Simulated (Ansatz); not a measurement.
# H3PO (SMILES O=[PH3]): B2PLYP/STO-3G

Aim: the vertical singlet–triplet gap of H3PO at B2PLYP/STO-3G, from 2 runs. 

The results are computed with Ansatz 0.2.0.

62 further runs of the same task are left out: 5 that didn't finish, 57 set aside as unsound or not needed.

## (1) The system as given

The species is H3PO (5 atoms), meant as a singlet with charge 0. SMILES: `O=[PH3]`. The coordinates come from a GFN2-xTB relaxation.

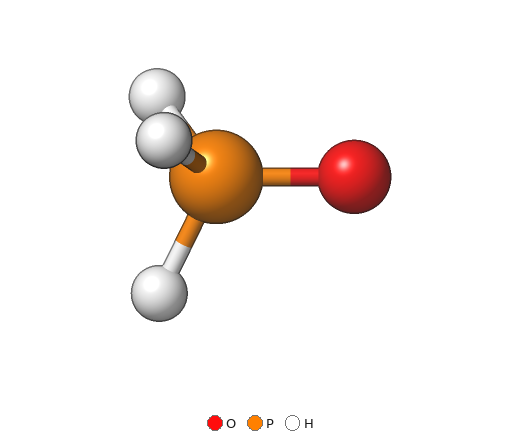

The structure, seen from a chosen angle (oxygen red, phosphorus orange, hydrogen white).

## (2) A single-point energy at B2PLYP/STO-3G

run.yaml reads:

```yaml
crystal:
  periodic: [false, false, false]
  atoms:
    - {symbol: O, position_ang: [-1.381960, -0.328270, 0.532950]}
    - {symbol: P, position_ang: [-0.058510, -0.014650, 0.022530]}
    - {symbol: H, position_ang: [0.807060, 0.564860, 0.939400]}
    - {symbol: H, position_ang: [0.663660, -1.098320, -0.454890]}
    - {symbol: H, position_ang: [-0.030250, 0.876380, -1.039990]}
basis:
  gaussian:
    orbitals: STO-3G
correlation:
  frozen_orbitals: {H: 0, O: 1, P: 5}
hamiltonian:
  xc: {name: B2PLYP}
total_charge: 0
accuracy: high
```

Started as:

```console
$ ansatz run run.yaml --threads 1 --pin off --max-ram 2610MiB --events-out events.jsonl --progress --plain --runs-dir runs
```

The log of the run:

```text
Warning: RAYON_NUM_THREADS=1 ignored (pool sized by the plan → 1); use --threads N
Functional definition: B2PLYP
  name "B2PLYP"
  parameter a = 0.53
  parameter c = 0.27
  exchange = (1 - a)*b88_x + a*exact_x
  correlation = (1 - c)*lyp_c + c*(mp2_os + mp2_ss)
290 factors; integrals over basis functions are off by at most 2.3e-8 eV
mean field evaluation 1: about -11233.9742 eV, gradient 3.4e1 eV
mean field evaluation 2: about -11233.9811 eV, gradient 3.4e1 eV
mean field evaluation 4: about -11238.6030 eV, gradient 2.6e0 eV
mean field evaluation 8: about -11238.6310 eV, gradient 1.5e-2 eV
mean field evaluation 16: about -11238.6310 eV, gradient 1.6e-7 eV
mean field -11238.63103272 eV, -413.0120726347 hartree, gradient 5.3e-9 eV, S^2 0.000000; 0 other end points of the search recorded, 0 dependent functions left out
6 core orbitals not correlated: weight in the atoms' cores, before any rotation towards them, 1.000 or more for the frozen orbitals, at most 0.000 for the correlated occupied ones
reference -11238.63104691 eV, -413.0120731563 hartree; 7, 7 occupied and 4, 4 virtual orbitals, 290 factors
second order -3.49971349 eV of doubles, -0.00000000 eV of singles
Total energy: -11239.57596955 eV, -413.0467984229 hartree
```

Wall time 1.2 s (1 thread of Arm Neoverse V1, shared host); peak memory 0.093 GiB.

## (3) The triplet

input.yaml reads:

```yaml
crystal:
  periodic: [false, false, false]
  atoms:
    - symbol: O
      position_ang: [-1.381960, -0.328270, 0.532950]
    - symbol: P
      position_ang: [-0.058510, -0.014650, 0.022530]
    - symbol: H
      position_ang: [0.807060, 0.564860, 0.939400]
    - symbol: H
      position_ang: [0.663660, -1.098320, -0.454890]
    - symbol: H
      position_ang: [-0.030250, 0.876380, -1.039990]
basis:
  gaussian:
    orbitals: STO-3G
magnetization:
  spin_polarized: true
  initial_magnetization: 2
hamiltonian:
  xc: {name: B2PLYP}
correlation:
  frozen_orbitals: {H: 0, O: 1, P: 5}
accuracy: high
```

Started as:

```console
$ ansatz run input.yaml --threads 1 --pin off --max-ram 2610MiB --events-out events.jsonl --progress --plain --runs-dir runs
```

The log of the run (excerpt; [...] marks lines left out):

```text
Warning: RAYON_NUM_THREADS=1 ignored (pool sized by the plan → 1); use --threads N
[... 2 set-up lines as earlier in the session ...]
[...]
290 factors; integrals over basis functions are off by at most 2.3e-8 eV
[...]
mean field -11230.58830669 eV, -412.7165079048 hartree, gradient 2.5e-8 eV, S^2 2.020015; 6 other end points of the search recorded, 0 dependent functions left out
6 core orbitals not correlated: weight in the atoms' cores, before any rotation towards them, 1.000 or more for the frozen orbitals, at most 0.000 for the correlated occupied ones
reference -11230.58832135 eV, -412.7165084434 hartree; 8, 6 occupied and 3, 5 virtual orbitals, 290 factors
second order -2.29764756 eV of doubles, -0.00000000 eV of singles
Total energy: -11231.20868619 eV, -412.7393064308 hartree
```

Run time: 6.9 s. Hardware: 1 thread of Arm Neoverse V1, shared host; peak memory 0.12 GiB.

## (4) Outcome

At B2PLYP/STO-3G, 6 core orbitals frozen:

```
                                        quantity          value
                           singlet: total energy  -413.04680 Eh
                           triplet: total energy  -412.73931 Eh
                                   triplet: ⟨S²⟩          2.020
vertical energy of the triplet above the singlet       8.367 eV
```

In words: At this shape the triplet lies 8.37 eV (807 kJ/mol) above the singlet. In a minimal basis such a difference can be off by several eV, whatever the method.
